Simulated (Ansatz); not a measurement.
Where the default PAW files enter, the runs use the earlier of Ansatz's two default sets.

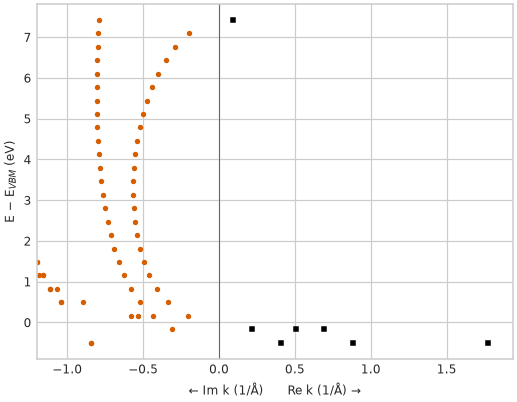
Complex bands at the centre of the two-dimensional zone; r2SCAN (Ansatz, a first-principles code)

The gap is the functional's own. No spin-orbit coupling. Mid-gap values are interpolated on the energy grid.

Question: This is NaF (Fm-3m, rock salt, 2 atoms a cell, 11.9 Å³ an atom) along the normal of (110). Read off the slowest decay at the centre of the two-dimensional zone at 3.79 eV, the computed energy nearest the middle of the gap.

Answer: κ ≈ 0.56 1/Å, a decay length 1/(2κ) of the density of 0.89 Å.
